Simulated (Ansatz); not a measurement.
Relaxed BN (wurtzite):

```
BN
1.0
    2.55453     0.00000     0.00000
   -1.27726     2.21229     0.00000
    0.00000     0.00000     4.22457
B N
2 2
Direct
  0.66667   0.33333   0.99991
  0.33333   0.66667   0.49991
  0.66667   0.33333   0.62529
  0.33333   0.66667   0.12529
```

A phonon eigenvector at Γ is frozen into this cell: atom i moves by Q times the vector below, so Q is the largest atomic displacement, in Å. The cell is held. It is one choice among 2 degenerate patterns.

```csv
atom,x,y,z
B1,0.000,1.000,0.000
B2,0.000,-1.000,0.000
N3,0.000,0.721,0.000
N4,0.000,-0.721,0.000
```

Method: PBE (plane waves to 420 eV, PAW, scalar-relativistic; Ansatz, a first-principles code). k mesh 15×15×8 (Γ-centred), Fermi-Dirac smearing 0.05 eV. E stands for the smeared free energy. BN was relaxed with its symmetry unable to fall. ΔE is measured from the undisplaced structure.

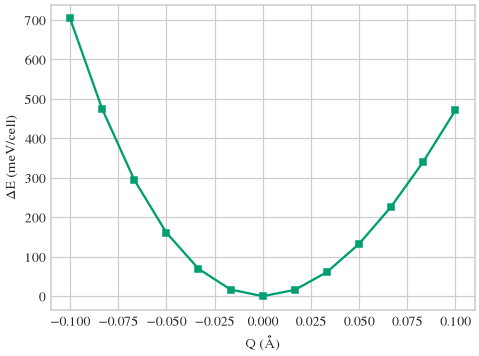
ΔE (meV/cell) against Q (Å); one marker a computed point.

Q: Is the energy the same for displacements of ±0.100 Å, and if not, which side lies higher?

A: Not even: the negative side lies higher at ±0.100 Å.

Q: What is the energy change at Q = 0.100 Å?

A: About 470 meV/cell.

Q: What harmonic wavenumber does the curvature at Q = 0 give?

A: About 940 cm⁻¹.

(A displaced cell: forces are minus the slopes of the energy, force constants its curvatures, and phonons follow from these.)
